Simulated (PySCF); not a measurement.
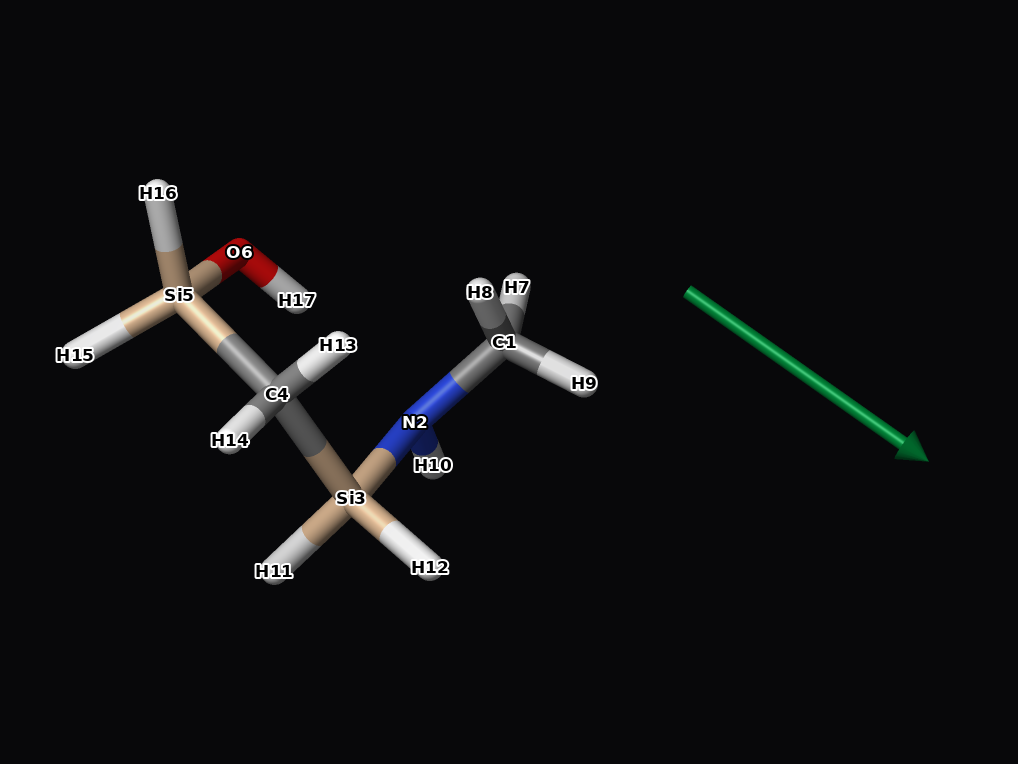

The arrow beside the molecule shows the direction of the dipole moment, from the negative to the positive end (its length means nothing). Computed geometry: GFN2-xTB optimisation. No frequency run is at hand to confirm it as a minimum. Level of theory: PBE0/pcSseg-1, gas phase (PySCF 2.14.0).

**Estimate the dipole moment.**

2.84 D; it points from the side of H16 to the side of H9, H12 (the outermost atoms at the two ends).

The geometry is semi-empirical. Around Si such bond lengths and angles can be off by a tenth of an ångström or more and by several degrees, and values that hang on the shape move with them.
